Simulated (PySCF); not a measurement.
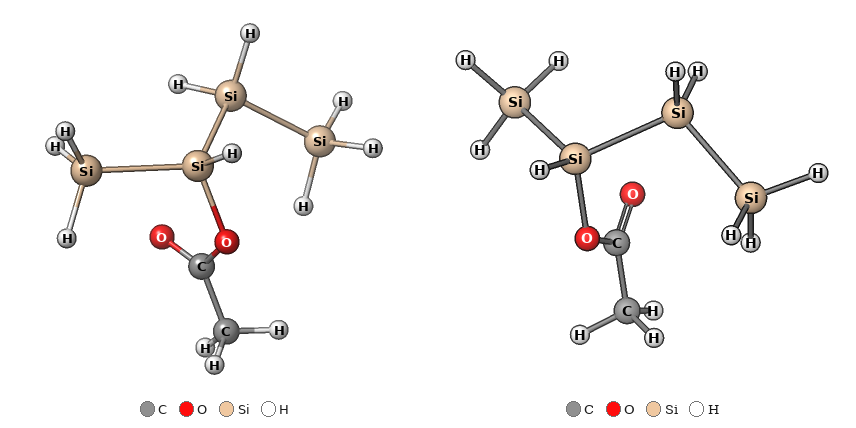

The same structure drawn twice, from different directions.

> Count the atoms of each element.

C₂H₁₂O₂Si₄, 20 atoms: 2 carbon, 12 hydrogen, 2 oxygen and 4 silicon.

> Does it have rings?

It has no ring.

The parts below concern this one geometry. Atoms keep their numbers from picture to picture. The geometry was computed by an optimisation with PBE0-D3(BJ)/def2-SVP. No frequency run is at hand to confirm it as a minimum.

### Symmetry

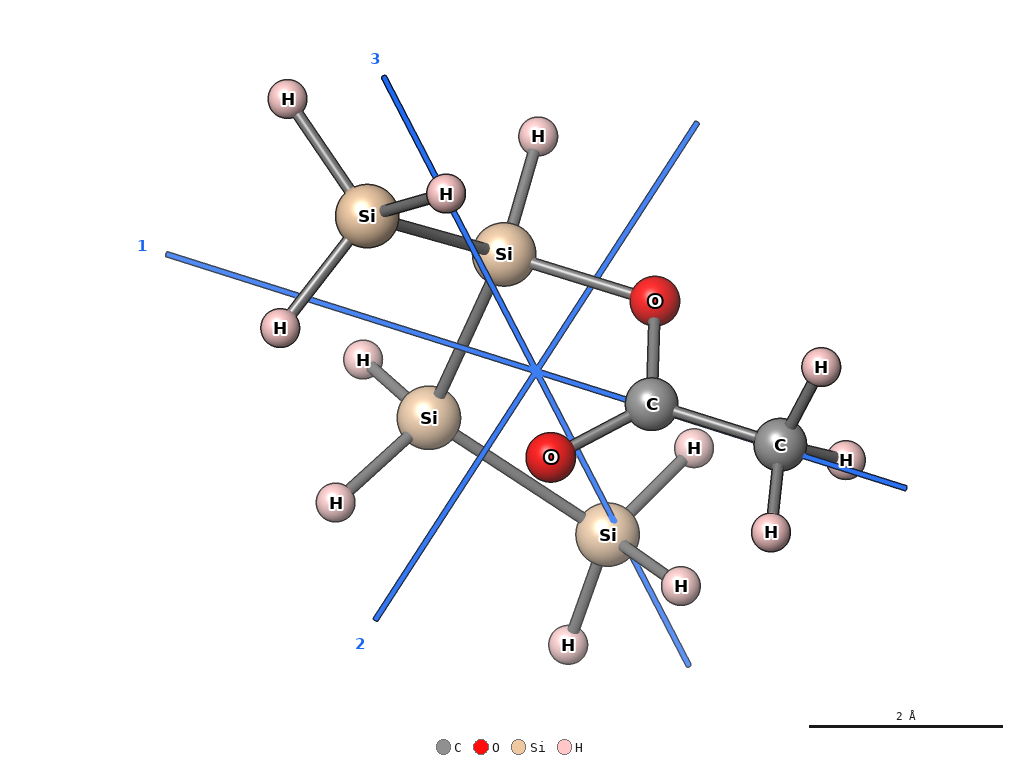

The three principal axes of inertia are drawn and numbered. Distant atoms are faded towards the background colour. No frequency run is at hand to confirm it as a minimum. Masses are those of the most abundant isotopes; constants are for the rigid equilibrium geometry.

> Which line is the a axis (least moment of inertia), which b and which c?

a is line 3, b is line 1, c is line 2; the moments are 444, 662, 946 u Å².

> Classify the rotor and give the rotational constants (MHz).

An asymmetric top (C1): A = 1139, B = 763, C = 534 MHz. Ray's parameter κ is −0.24, nearer the prolate limit.

### Electronic properties

No frequency run is at hand to confirm it as a minimum. Level of theory: PBE0/pcSseg-1 in chloroform (IEF-PCM) (PySCF 2.14.0).

What does the calculation give?

- dipole moment: 1.79 D
- HOMO energy (Kohn–Sham orbital): −7.60 eV
- LUMO energy (Kohn–Sham orbital): −0.84 eV
- HOMO–LUMO gap: 6.76 eV

### Excitation

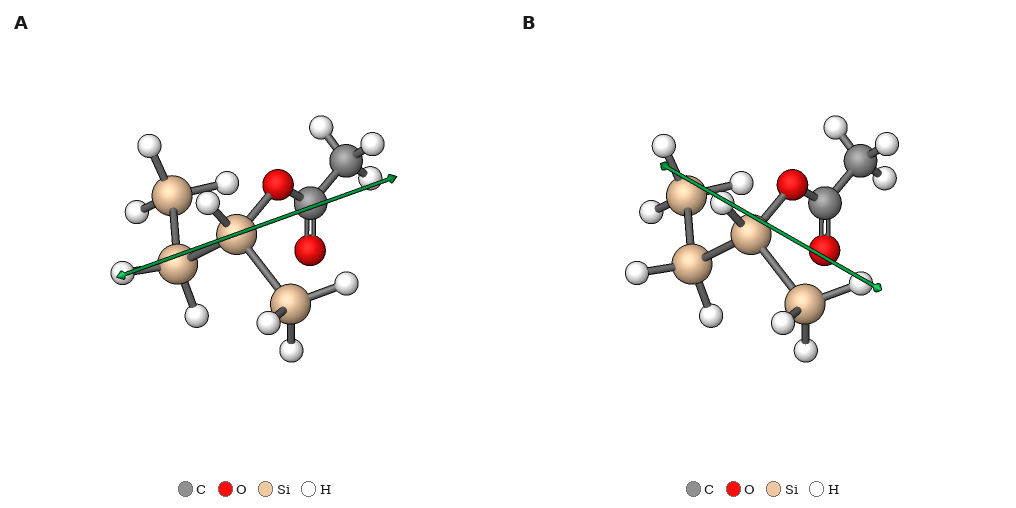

The double arrows show the directions of two transition dipoles from the ground state (lengths mean nothing). No frequency run is at hand to confirm it as a minimum. Properties computed with TDDFT ωB97X-D/def2-SVPD, vertical, gas phase, core orbitals frozen in the response (PySCF 2.14.0).

> One belongs to singlet state 3 and one to singlet state 9. Which is which?

A: state 9, 7.34 eV (169 nm), oscillator strength 0.017, of mixed character, with the largest part HOMO → LUMO+4 (weight 0.32).
B: state 3, 6.70 eV (185 nm), oscillator strength 0.12, of mixed character, with the largest part HOMO → LUMO+2 (weight 0.44).

### NMR shielding

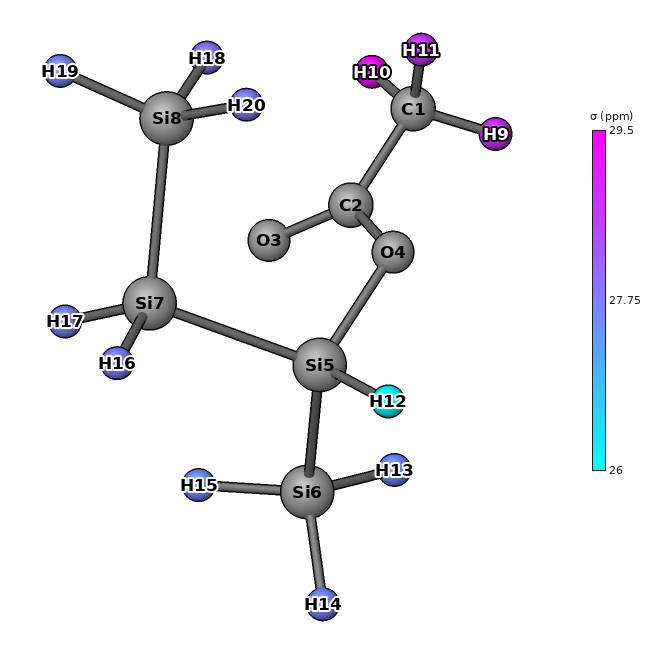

Atoms are coloured by their isotropic NMR shieldings (H only, the others grey). No frequency run is at hand to confirm it as a minimum. Method: GIAO PBE0/pcSseg-1 NMR shielding, non-relativistic, IEF-PCM methanol (PySCF 2.14.0).

> Which H atom is the most shielded (lowest chemical shift)?

H10 (29.30 ppm).

> Which H atom is the least shielded (highest chemical shift)?

H12 (26.02 ppm).

> How wide is the range of H shifts?

3.28 ppm.

List the isotropic NMR shieldings of the H atoms.

```json
{"atom": "H9", "σ (ppm)": "28.76"}
{"atom": "H10", "σ (ppm)": "29.30"}
{"atom": "H11", "σ (ppm)": "28.78"}
{"atom": "H12", "σ (ppm)": "26.02"}
{"atom": "H13", "σ (ppm)": "27.58"}
{"atom": "H14", "σ (ppm)": "27.68"}
{"atom": "H15", "σ (ppm)": "27.51"}
{"atom": "H16", "σ (ppm)": "27.76"}
{"atom": "H17", "σ (ppm)": "27.65"}
{"atom": "H18", "σ (ppm)": "27.92"}
{"atom": "H19", "σ (ppm)": "27.60"}
{"atom": "H20", "σ (ppm)": "27.73"}
```
